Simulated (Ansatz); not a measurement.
**CH4OSeSi: geometry optimisation in Python**

What geometry does CH4OSeSi take? The task is a geometry optimisation, for CH4OSeSi. SMILES: O=C([SiH3])[SeH].

Computed with Ansatz 0.2.0, driven from Python. Level of theory: r2SCAN+D3(BJ)/def2-SVP.

### 1 The structure

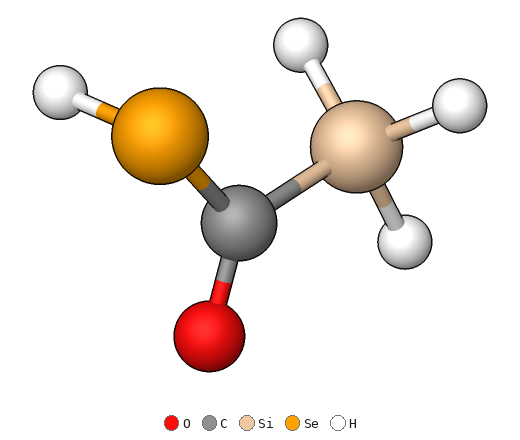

The structure that the script starts from, seen from a chosen angle (oxygen red, carbon grey, silicon light orange, selenium orange, hydrogen white).

The script holds or builds the structure itself.

### 2 The script

opt.py

```python
import itertools
import warnings

import ansatz as az
from ase.data import atomic_numbers, covalent_radii
import numpy as np
import pandas as pd

warnings.simplefilter('ignore', az.DeckWarning)

geometry_ang = [
    ('O', (1.6027, -1.1381, 0.4292)),
    ('C', (0.4071, -0.6793, 0.3391)),
    ('Si', (0.0669, 1.0964, -0.0714)),
    ('Se', (-0.9915, -1.8547, 0.6266)),
    ('H', (-0.6824, 1.1774, -1.3158)),
    ('H', (-0.6519, 1.7325, 1.0414)),
    ('H', (1.4076, 1.7969, -0.2306)),
    ('H', (-1.0664, -2.1881, -0.8743)),
]
geometry = az.Crystal.molecule()
for symbol, xyz in geometry_ang:
    geometry = geometry.atom(symbol, xyz)

calculation = (
    geometry.calculation()
    .basis(gaussian='def2-SVP')
    .functional('r2SCAN', dispersion='d3bj')
)
symbols = [site.symbol for site in geometry.cartesian_sites]
start = np.array([site.position_ang for site in geometry.cartesian_sites], dtype=float)
summary = calculation.relax(force_tolerance=0.02).run(threads=1, backend='cpu').report
end = np.array(summary['positions_ang'])

for key in ('converged', 'free_energy_ev', 'reference_energy_ev', 'n_frozen', 'n_occupied', 'n_virtual'):
    print(f'{key:22s} {summary[key]}')

radius = [covalent_radii[atomic_numbers[s]] for s in symbols]
span = lambda where, i, j: np.linalg.norm(where[i] - where[j])
bonded = [(i, j) for i, j in itertools.combinations(range(len(symbols)), 2) if min(span(start, i, j), span(end, i, j)) < 1.2 * (radius[i] + radius[j])]
print('pair        before    after (A)')
for i, j in bonded:
    print(f'{symbols[i]}{i}-{symbols[j]}{j}'.ljust(10), f'{span(start, i, j):8.4f} {span(end, i, j):8.4f}')

charges = summary['charge_distribution']
table = pd.DataFrame({'atom': symbols, 'mulliken': charges['mulliken_charges_e'], 'lowdin': charges['lowdin_charges_e']})
print(table.round(3).to_string())
print('dipole (e A):', np.round(charges['dipole_moment_e_ang'], 4) + 0.0)
```

### 3 The calls as engine input

The package turns the script's settings into the engine's input:

```yaml
crystal:
  periodic: [false, false, false]
  atoms:
    - { symbol: O, position_ang: [1.6027, -1.1381, 0.4292] }
    - { symbol: C, position_ang: [0.4071, -0.6793, 0.3391] }
    - { symbol: Si, position_ang: [0.0669, 1.0964, -0.0714] }
    - { symbol: Se, position_ang: [-0.9915, -1.8547, 0.6266] }
    - { symbol: H, position_ang: [-0.6824, 1.1774, -1.3158] }
    - { symbol: H, position_ang: [-0.6519, 1.7325, 1.0414] }
    - { symbol: H, position_ang: [1.4076, 1.7969, -0.2306] }
    - { symbol: H, position_ang: [-1.0664, -2.1881, -0.8743] }
basis:
  gaussian:
    orbitals: def2-SVP
hamiltonian:
  xc: r2scan
  dispersion: d3bj
relax:
  f_tol: 0.02
```

### 4 Launch

Started as:

```
$ python opt.py
```

The log of the run:

```text
converged              True
free_energy_ev         -76360.56301313239
reference_energy_ev    -76360.51046423869
n_frozen               0
n_occupied             [33, 33]
n_virtual              [65, 65]
pair        before    after (A)
O0-C1        1.2838   1.2023
C1-Si2       1.8540   1.9332
C1-Se3       1.8494   1.9770
Si2-H4       1.4548   1.4905
Si2-H5       1.4696   1.4894
Si2-H6       1.5210   1.4891
Se3-H7       1.5393   1.4706
  atom  mulliken  lowdin
0    O    -0.197   0.057
1    C    -0.108  -0.335
2   Si     0.420   0.332
3   Se    -0.007   0.167
4    H    -0.075  -0.078
5    H    -0.045  -0.060
6    H    -0.046  -0.060
7    H     0.058  -0.022
dipole (e A): [-0.334   0.2915 -0.311 ]
```

Wall time 2.4 min (1 thread of Arm Neoverse V1, shared host); peak memory 0.28 GiB.

### 5 The run's own record

From the engine's report, whether the script printed it or not:

| item | value |
| --- | --- |
| SCF cycles in all | 187 |
| orbitals | 98 |
| total energy (eV) | -76360.56301 |

### 6 How the relaxation went

Relaxation path:

| step | energy from step 1 (eV) | largest force component (eV/Å) |
| --- | --- | --- |
| 1 | 0.0000 | 6.4954 |
| 2 | -0.4476 | 3.7467 |
| 3 | -0.5880 | 0.9350 |
| 4 | -0.6790 | 0.4530 |
| 5 | -0.7187 | 0.9862 |
| 6 | -0.7592 | 1.2270 |
| 7 | -0.8833 | 0.5486 |
| 8 | -0.9509 | 0.2382 |
| 9 | -0.9692 | 0.1671 |
| 10 | -0.9710 | 0.0484 |
| 11 | -0.9726 | 0.1053 |
| 12 | -0.9732 | 0.0529 |
| 13 | -0.9734 | 0.0272 |
| 14 | -0.9738 | 0.0064 |
| 15 | -0.9741 | 0.0667 |
| 16 | -0.9744 | 0.0622 |
| 17 | -0.9746 | 0.0765 |
| 18 | -0.9749 | 0.0941 |
| 19 | -0.9750 | 0.0929 |
| 20 | -0.9751 | 0.0569 |
| 21 | -0.9752 | 0.0254 |
| 22 | -0.9752 | 0.0131 |

Step 1 is the start.

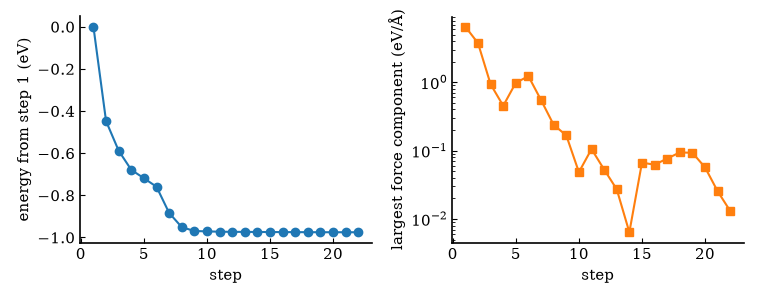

Energy and largest force along the relaxation.

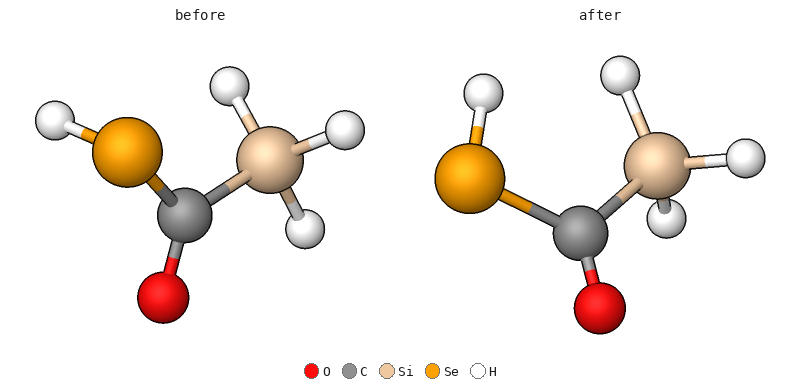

Before and after, at one scale.

Before: Bond lengths: O1–C2 1.284 Å, C2–Si3 1.854 Å, C2–Se4 1.849 Å, Si3–H5 1.455 Å, Si3–H6 1.470 Å, Si3–H7 1.521 Å, Se4–H8 1.539 Å. Angles: O1–C2–Si3 121.9°, O1–C2–Se4 117.8°, Si3–C2–Se4 120.3°, C2–Si3–H5 109.7°, C2–Si3–H6 109.7°, C2–Si3–H7 107.6°, H5–Si3–H6 111.8°, H5–Si3–H7 109.8°, H6–Si3–H7 108.1°, C2–Se4–H8 91.3°.

After: Bond lengths: O1–C2 1.202 Å, C2–Si3 1.933 Å, C2–Se4 1.977 Å, Si3–H5 1.490 Å, Si3–H6 1.489 Å, Si3–H7 1.489 Å, Se4–H8 1.471 Å. Angles: O1–C2–Si3 120.4°, O1–C2–Se4 119.7°, Si3–C2–Se4 119.9°, C2–Si3–H5 111.6°, C2–Si3–H6 106.7°, C2–Si3–H7 106.8°, H5–Si3–H6 110.6°, H5–Si3–H7 110.7°, H6–Si3–H7 110.2°, C2–Se4–H8 94.3°.

### 7 Results

```
                    quantity           value
                total energy  -76360.5630 eV
               dipole moment          2.60 D
     moves of the relaxation              21
               energy gained        0.975 eV
last largest force component     0.0131 eV/Å
```

The relaxation took 21 moves; the largest shift is 0.969 Å, of atom 4 (Se). So large a move can change the bonding: the results belong to the relaxed structure. Caveats:
- The end point is the stationary point reached from this start; no frequency run checks that it is a minimum, and the basis set is modest.
- The Löwdin charges here are taken after orthogonalising the functions within each atom; they differ from plain Löwdin charges, and their signs can be unphysical.
- Total less reference energy is the dispersion correction.
- A dispersion term here runs with damping parameters fitted for another variant or functional.
- The script silences the warnings on its input, which a real study should read.
